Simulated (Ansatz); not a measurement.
# CCH3 on Pd(100), bridge start, 2x2 cell: photoemission fingerprints

What would XPS and UPS show for CCH3 on Pd(100), bridge start, 2x2 cell? Spin–orbit coupling is left out of the bands throughout.

Calculated with Ansatz 0.2.0; DFT, PBE, plane-wave PAW, scalar-relativistic; PAW set soft_1.

**1. Set-up**

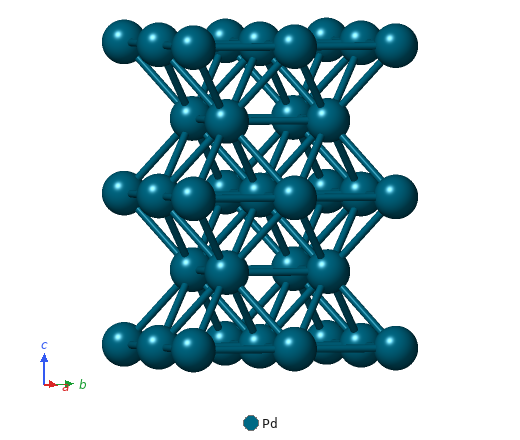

The starting structure, seen from the side, with the c axis up (palladium blue). 2×2×1 cells are drawn. Some periodic images of atoms are drawn too.

The cell holds 5 atoms: 5 Pd. Cell: a = 2.786 Å, b = 2.786 Å, c = 22.880 Å, α = 90.0°, β = 90.0°, γ = 90.0°. It derives from Pd. Vacuum lies along c.

Coordinates:

```cif
data_structure
_symmetry_space_group_name_H-M 'P 1'
_symmetry_Int_Tables_number 1
_cell_length_a 2.7860
_cell_length_b 2.7860
_cell_length_c 22.8800
_cell_angle_alpha 90.000
_cell_angle_beta 90.000
_cell_angle_gamma 90.000
_cell_volume 177.59
loop_
_atom_site_label
_atom_site_type_symbol
_atom_site_fract_x
_atom_site_fract_y
_atom_site_fract_z
_atom_site_occupancy
Pd1 Pd 0.00000 0.00000 0.67220 1
Pd2 Pd 0.50000 0.50000 0.58610 1
Pd3 Pd 0.00000 0.00000 0.50000 1
Pd4 Pd 0.50000 0.50000 0.41390 1
Pd5 Pd 0.00000 0.00000 0.32780 1
```

**2. The clean face**

The clean face is the reference for what the added atoms change.

The input, input.yaml:

```yaml
crystal:
  lattice:
    - [2.7860007179, 0.0, 0.0]
    - [0.0, 2.7860007179, 0.0]
    - [0.0, 0.0, 22.88]
  atoms:
    - { symbol: Pd, position: [0.0, 0.0, 0.672202797] }
    - { symbol: Pd, position: [0.5, 0.5, 0.586101399] }
    - { symbol: Pd, position: [0.0, 0.0, 0.5] }
    - { symbol: Pd, position: [0.5, 0.5, 0.413898601] }
    - { symbol: Pd, position: [0.0, 0.0, 0.327797203] }
kpoints:
  mp_grid: { grid: [14, 14, 1] }
scf:
  occupations: { method: fermi_dirac, width: 0.05 }
  n_extra_bands: 12
hamiltonian:
  xc: pbe
  pseudopotentials: { kind: paw, azcp: { folder: soft_1 } }
output:
  forces: true
  write_potential: true
  volumetric_format: []
  dos:
    projected: true
    de: 0.05
    e_range: [-30, 12]
    method: { smearing: { sigma: 0.1, scheme: gaussian } }
efield:
  axis: 3
  dipole_correction: true
relax:
  f_tol: 0.03
  max_steps: 50
  constraints: [{ sites: [2, 3, 4] }]
```

Started as:

```console
ansatz run input.yaml --threads 8 --pin off --max-ram 40960MiB --backend cuda --events-out ev --progress --plain --runs-dir out
```

Numbers of over 12 decimals in the logs are rounded to 6 here.

The program printed:

```text
The last accepted step is kept in <dir> (removed where the run ends without a failure and the disk answers)
scf.n_extra_bands = 12 over 45 filled bands (N_el = 90.0): the run solves 57 bands
Engine: ansatz 0.2.0, aarch64-unknown-linux-gnu
Pseudopotentials: kind: paw
Pseudopotential: Pd, paw, valence charge 18, recommended cutoff 420 eV (normal), soft_1/Pd.paw.azcp
Functional definition: PBE
  parameter kappa = 0.804
  parameter beta = 0.066725
  exchange = pbe_x(kappa = kappa, mu = beta*pi^2/3)
  correlation = pbe_c(beta = beta)
[...]
Crystal: 5 atoms, lattice volume = 177.590 Å³
Basis set: ecut = 420 eV, 3537 PW (Γ), exchange–correlation on 40×40×320 points (8 copies of the dense FFT grid, shifted against one another)
Bands: 57, of which v1, the nominal top of the filled ones, is band 45 counted from 1 (44 counted from 0)
Symmetry: 8 space group operations
k-points: 36 of 196
Non-local potential: Pd, projectors of the file, l = 0: 2, l = 1: 2, l = 2: 2, l = 3: 1
PAW form: soft (Blöchl's): semilocal exchange-correlation on the pseudo side does not see the compensation charge
PAW one-centre angular grid: Pd, 590 points (default); XC on 64 Gauss nodes
Initial density: superposition of atomic densities (neutral atoms: chi_scale 0, normalization atom)
Initial wavefunctions: pseudopotential atomic-orbital guess
[...]
Functional: x = pbe(κ = 0.804, μ = 0.219515), c = pbe(β = 0.066725)
SCF iter   1: F=—  HF=-34867.894326 eV  |F-HF|=—  |Δ(HF+E_count)|=         —  Δρ=1.05e-1  dr2=2.79e1  ethr=3.10e-3  p=-0.000 e·Å  D=-7.60e-14 V/Å  ΔV_dip=0.00 eV  dr2_dipole=2.83e-7  V_vac-E_F(+/−)=2.66/2.66 eV  ⟨swp⟩=7.1  Hψ=8502  notcnv=0  defer=38
efield: sawtooth ramp at fractional position 0.9500 (placed from the atoms, in the widest stretch of the axis that holds none; the zero of the levels goes with the place), width 0.1000; the density the first Hamiltonian is built on has a dipole p = -0.000 e·Å; the dipole correction subtracts the counter field D = -7.60e-14 V/Å, which shifts the + side's vacuum level by +0.00 eV against the − side's; the planar-averaged density in the ramp window peaks in size at 4.8e-7 e/Å³
preconditioner: auto → LDOS  [metal: Δε(μ)=0.004 eV  Ē_g=7.221 eV  σ=0.050 eV  W_gap=0.02  n_scr=44 (ndim 8)  ℏωp=19.7 eV  f_vac=0.529  D(μ)=11.05/eV (n_scr^D=128)  β→1.0]
SCF iter   2: F=—  HF=-34868.287306 eV  |F-HF|=—  |Δ(HF+E_count)|=   3.93e-1  Δρ=1.12e-1  dr2=2.16e1  ethr=3.10e-3  p=-0.000 e·Å  D=-1.07e-4 V/Å  ΔV_dip=0.00 eV  dr2_dipole=1.55e-6  V_vac-E_F(+/−)=4.69/4.68 eV  ⟨swp⟩=3.2  Hψ=5477  notcnv=0  defer=144
[...]
SCF iter  10: F=-34863.078221 eV  HF=-34863.078226 eV  |F-HF|=5.70e-6  |Δ(HF+E_count)|=   4.06e-7  Δρ=4.58e-5  dr2=6.89e-6  ethr=2.50e-8  p=-0.000 e·Å  D=-3.57e-7 V/Å  ΔV_dip=0.00 eV  dr2_dipole=2.04e-11  V_vac-E_F(+/−)=5.08/5.08 eV  ⟨swp⟩=12.4  Hψ=15814  notcnv=0
SCF 1 converged in 10 iterations: F = -34863.078221 eV  dr2 = 6.89e-6
  Residual-converged pass: ⟨swp⟩=1.0  Hψ=2197  notcnv=0  max |occ|·‖R‖ = 7.1e-9 eV (tolerance 1.0e-8 eV)  dr2=6.89e-6  dr2_onsite=1.65e-7  max |Δocc| = 7.7e-11
  greatest PAW one-centre occupation: 0.999 electrons in one spin orbital (limit 2), on the Pd atom at site 4 (counted from 0), in its partial waves of l = 0
relax step   1: F+E_penalty+E_count = -34863.07822063 eV  Δ(F+E_penalty+E_count) = +0.000e0 eV  max|allowed force component| = 1.241e-1 eV/Å  Δτ_max = 0.0000 Å  (10 SCF iters, dr2 threshold 2.25e-5 eV, accepted)
[...]
iter 1 solved again at ethr=2.60e-4 eV; its pass at ethr=3.10e-3 eV (dr2=2.34e-1 eV) is discarded
SCF iter   1: F=—  HF=-34863.082792 eV  |F-HF|=—  |Δ(HF+E_count)|=         —  Δρ=4.00e-3  dr2=2.16e-1  ethr=2.60e-4  p=0.000 e·Å  D=9.30e-8 V/Å  ΔV_dip=-0.00 eV  dr2_dipole=8.68e-2  V_vac-E_F(+/−)=5.07/5.07 eV  ⟨swp⟩=1.3  Hψ=5719  notcnv=0  defer=153
efield: sawtooth ramp at fractional position 0.9500 (handed on by an earlier solve), width 0.1000; the density the first Hamiltonian is built on has a dipole p = 0.000 e·Å; the dipole correction subtracts the counter field D = 9.30e-8 V/Å, which shifts the + side's vacuum level by -0.00 eV against the − side's; the planar-averaged density in the ramp window peaks in size at 2.0e-6 e/Å³
[...]
SCF 2 converged in 8 iterations: F = -34863.079544 eV  dr2 = 7.47e-7
[...]
relax step   2: F+E_penalty+E_count = -34863.07954401 eV  Δ(F+E_penalty+E_count) = -1.323e-3 eV  max|allowed force component| = 6.302e-2 eV/Å  Δτ_max = 0.0454 Å  (8 SCF iters, dr2 threshold 9.62e-7 eV, accepted)
[...]
SCF 3 converged in 8 iterations: F = -34863.079955 eV  dr2 = 2.97e-8
[...]
relax step   3: F+E_penalty+E_count = -34863.07995536 eV  Δ(F+E_penalty+E_count) = -4.113e-4 eV  max|allowed force component| = 1.528e-3 eV/Å  Δτ_max = 0.0143 Å  (8 SCF iters, accepted)
[...]
SCF converged after 8 iterations
Free energy (F): -34863.079955 eV
Harris-Foulkes:  -34863.079955 eV  (|F-HF|=1.77e-9)
Internal energy: -34862.981588 eV  (E = F + TS)
E sigma→0 (E₀):  -34863.030772 eV
Entropy (-TS):   -0.098367 eV (-19.673 meV/atom)
Fermi energy:    5.167397 eV
Dipole field:    D = 0.000092 V/Å  (p = 0.000090 e·Å, saw-weighted, corrected)
Work function:   Φ+ = 5.0814 eV   Φ− = 5.0835 eV
Levels:          The Fermi level and band energies are counted from a zero that moves with the ramp; work functions are not
--- Per-component energies (eV) ---
  E_band       = -1971.260444
  E_kinetic    = 2240.320183
  E_local      = -129222.150243  (includes V_loc(G=0)·N_el)
  E_nonlocal   = 1855.465971
  E_hartree    = 63080.842696
  E_xc         = -688.841167
  E_vxc        = -870.603716  (∫ρ·V_xc dr)
  E_paw        = -19055.970705  (= ΣΔE_a)
  E_vpaw       = -2135.963219  (= ΣTr[D̂ρ^β])
  E_aug_tail   = 0.001187  (compensation charges beyond the density's cutoff)
  E_efield     = 0.000000  (sawtooth field / dipole correction)
  E_vefield    = 0.000058  (∫n·V_field dr)
  E_ewald      = 46927.350490
  E_smearing   = -0.098367  (= −TS)
  E_closure    = 0.000000  (closes the sum)
  Σ components = -34863.079955   (vs F -34863.079955, Δ=0.00e0)
--- Forces (eV/Å), atoms counted from 1 ---
  atom   1  Pd    -0.00000000     0.00000000     0.00150396
  atom   2  Pd    -0.00000000     0.00000000    -0.00152785
  atom   3  Pd    -0.00000000     0.00000000    -0.02053188
  atom   4  Pd     0.00000000     0.00000000    -0.10263622
  atom   5  Pd     0.00000000     0.00000000     0.12317922
  max |Σ_I F_I| component: 1.28e-5 eV/Å
--- Band table (eV; the first three rows and the last of 36) ---
  k-point 0: bands = [... 41 lower, 4.7363, 4.8564, 4.8564, 4.9305, 5.0768, 5.1608, 5.3130, 5.3130, ... 8 higher]
  k-point 1: bands = [... 41 lower, 4.5489, 4.6891, 4.8951, 4.9717, 5.0021, 5.1173, 5.3320, 5.3734, ... 8 higher]
  k-point 2: bands = [... 41 lower, 4.4145, 4.4715, 4.5977, 4.8881, 4.9071, 5.1560, 5.3226, 5.8973, ... 8 higher]
  k-point 35: bands = [... 41 lower, 5.4422, 5.4629, 5.7513, 5.7787, 9.3082, 9.3082, 11.1363, 11.1363, ... 8 higher]
--- Relaxed structure (3 steps of the walk, 3 accepted, 0 SCFs on fresh bases) ---
  F+E_penalty+E_count = -34863.07995536 eV   max|allowed force component| = 1.528e-3 eV/Å
  atoms:
    - { symbol: Pd, position: [0, 0.0, 0.670842] }
    - { symbol: Pd, position: [0.5, 0.5, 0.585926] }
    - { symbol: Pd, position: [0.0, 0.0, 0.5] }
    - { symbol: Pd, position: [0.5, 0.5, 0.413899] }
    - { symbol: Pd, position: [0.0, 0.0, 0.327797] }
```

It took 3.2 s on 1 × NVIDIA GB200 with 8 threads of Arm Neoverse V2, shared host; peak memory 1.2 GiB.

The steps of the relaxation:

```csv
step,energy less that of the first step (eV),largest force component (eV/Å)
1,0.0000,0.1241
2,-0.0013,0.0630
3,-0.0017,0.0015
```

The run keeps the 8 symmetry operations that it works with, so distortions that break them were not tested.

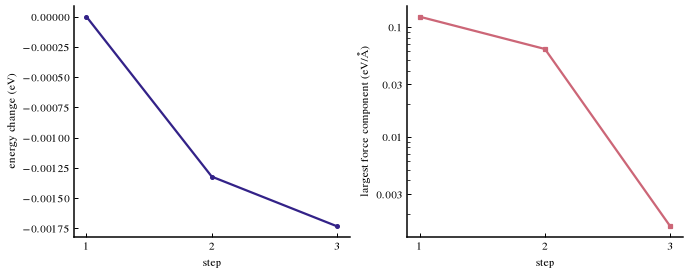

Energy and largest force along the relaxation.

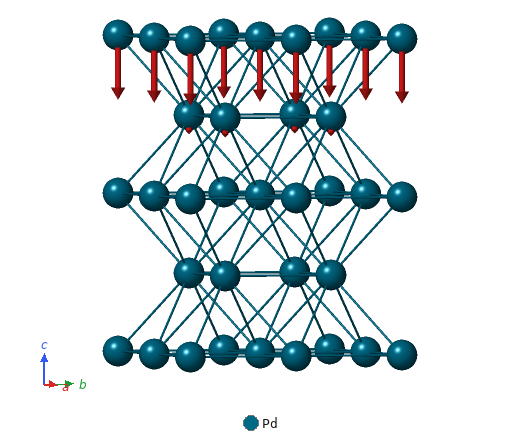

Displacements in the relaxation, exaggerated; the longest in the cell stands for 0.03 Å. 2×2×1 cells are drawn. Some periodic images of atoms are drawn too.

The atoms that moved most (Å):

```csv
atom,dx,dy,dz,length
Pd1,0.000,0.000,-0.031,0.031
```

Numbers from this step:

```yaml
free_energy: -34863.0800 eV
energy_at_zero_smearing: -34863.0308 eV
smearing_term_ts: 0.09837 eV
fermi_energy: 5.167 eV
symmetry_operations: 8
zero_of_energy: Fermi level
share_of_occupied_states_in_no_projected_shell: 0.0619 of the occupied states in the window
dos_at_the_fermi_level: 12.29 states/eV/cell
work_function_upper_face: 5.081 eV
work_function_lower_face: 5.084 eV
```

This run's widths, added to any smearing of the DOS itself: Gaussian 0.35 eV, Lorentzian 0.1 eV plus 0.03 an eV of depth. The intensity by binding energy, zero at the Fermi level; values in % of the maximum within 13 eV:

```csv
binding energy (eV),21.2 eV,60 eV,150 eV,1486.7 eV,8047.8 eV
-1,1.77,1.75,1.76,1.77,1.77
0,56.3,55.3,55.9,56.5,56.5
1,95.2,95.9,95.5,95.0,95.0
2,90.9,91.5,91.1,90.7,90.6
3,77.1,75.4,76.5,77.5,77.5
4,74.6,71.8,73.8,75.1,75.7
5,15.7,14.6,15.4,15.9,16.7
6,1.89,1.77,1.90,1.93,2.28
7,0.775,0.745,0.770,0.782,0.818
8,0.457,0.442,0.453,0.460,0.470
```

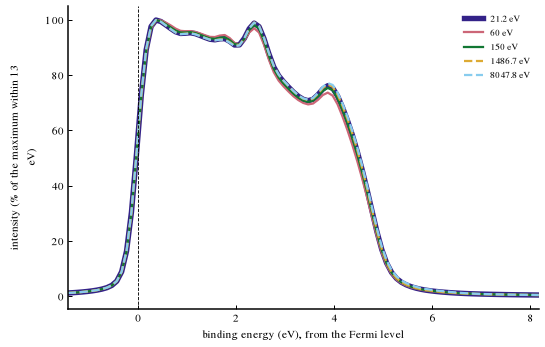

Intensity against binding energy.

The planar mean, electrostatic potential oscillates, so the rows of the table below give means over windows of 2 Å about each position, cut where the curve ends. Its maxima inside the range that stand out by 2 % of the span (Å: eV): 8.4: -0.795, 10.4: -0.961, 12.4: -1.02, 14.4: -1.21. Its minima: 7.4: -15.1, 9.4: -15.3, 11.4: -15.4, 13.4: -15.3, 15.3: -15.2.

From the Fermi level. Planar mean, electrostatic potential against z; means over each step:

```csv
z (Å),"planar mean, electrostatic potential (eV)"
1.00,5.08
3.00,5.08
5.00,4.93
7.00,-6.05
9.00,-8.30
11.00,-8.44
13.00,-8.43
15.00,-8.26
17.00,3.45
19.00,5.07
21.00,5.08
```

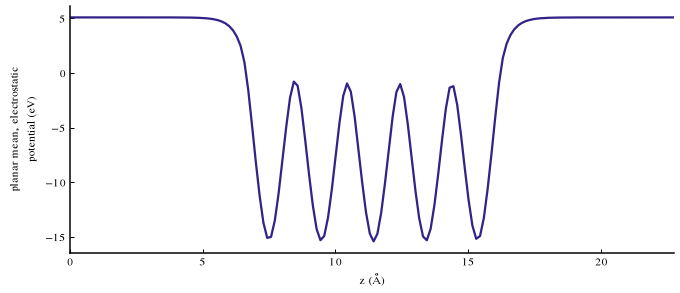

Planar mean, electrostatic potential, plotted against z.

The spectra weight each projected shell by its atomic cross section (Dirac–Hartree–Slater) and angular factor, for unpolarised light with the analyser at 60° from the beam. Broadening, on top of any smearing of the DOS itself: a Gaussian of 0.35 eV and a Lorentzian of 0.1 eV plus 0.03 times the binding energy (full widths), Fermi edge at 300 K. Each atom is damped by exp[−depth/(λ cos θ)], θ = 0° from the normal, λ from the universal curve. Curves are cut 10 eV under the photon energy, above any shell that the free atom's threshold puts out of reach, or at the lower edge of the window: 8.2 eV at 21.2 eV, 8.2 eV at 60 eV, 8.2 eV at 150 eV, 8.2 eV at 1486.7 eV and 8.2 eV at 8047.8 eV. Dipole terms alone, which is rough above 3 keV; no background, satellites or final-state effects.

How the area divides among the shells (%):

```csv
shell,21.2 eV,60 eV,150 eV,1486.7 eV,8047.8 eV
Pd 4d,99.8,100.0,99.7,99.7,98.6
```

Cross sections used, in Mb an electron:

```csv
shell,21.2 eV,60 eV,150 eV,1486.7 eV,8047.8 eV
Pd 4d,2.7,1.0,0.037,0.0016,6.2e-6
```

At the Fermi level the DOS is 12.29 states/eV a cell, and on the broadened curves Pd 4d holds 93 % of the total there.

[end of part 1 of 4]

[Logs are printed without paths, hosts, clocks, repeated set-up lines and the standing remarks that a program may print on its own settings, such as how far it seeks lower states.]

[Hosts, paths, dates, database ids (printed as entryN), source tags and the programs' standing remarks are cut or masked in the printed files.]

[Maps of the electrostatic potential energy from Ansatz leave out the sawtooth potential of an applied field or a dipole correction, so their vacuum need not be flat; work functions include it.]
